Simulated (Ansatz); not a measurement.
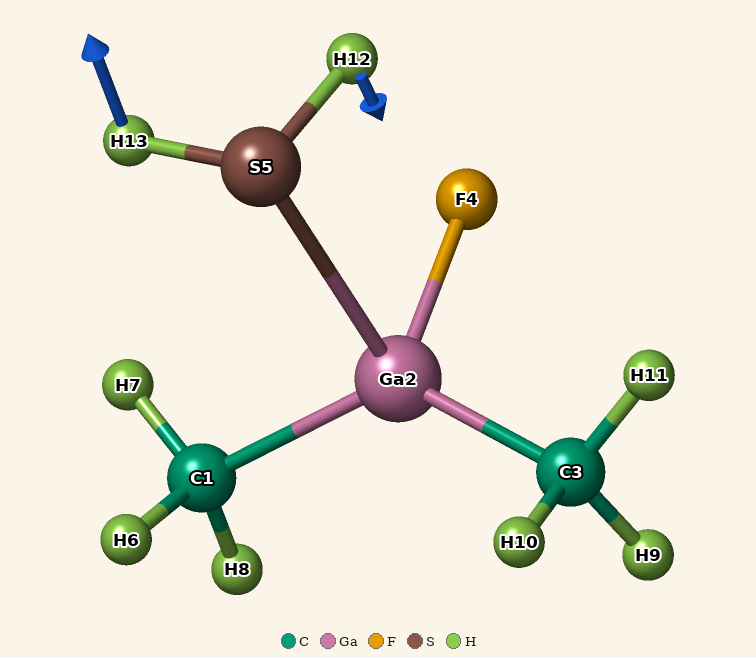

The arrows show one normal mode. Harmonic vibrations computed with RKS PBE0-D4/def2-TZVP (Ansatz 0.2.0) at a stationary point of the same level.

What kind of motion is it?

Mostly Ga–S–H bending.

At what wavenumber does it lie?

399 cm⁻¹; it is mode 11 of 33 counted from the lowest.
